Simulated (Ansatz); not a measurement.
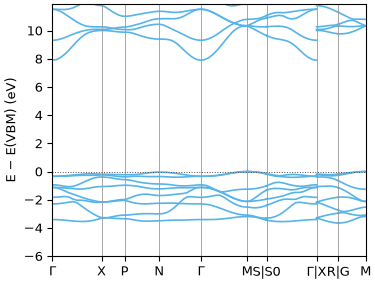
Figure. Band structure from r²SCAN in the plane-wave PAW code Ansatz

Read off the gap and where the band edges lie.

About 7.9 eV (7.90 eV by a search for the band edges); maximum at M, minimum at Γ.

The material is SiCO$_{4}$ in space group I-4 (No. 82; Si on 2a, C on 2c, O on 8g).

The start of the workflow was typed in or built on a structure type; neither database checked (COD, Materials Project) lists it. Its standing as an ambient phase is unchecked. The r²SCAN relaxation kept the symmetry of its start; its stability against distortions is not shown here.

Potentials: the later of the program's two PAW sets.
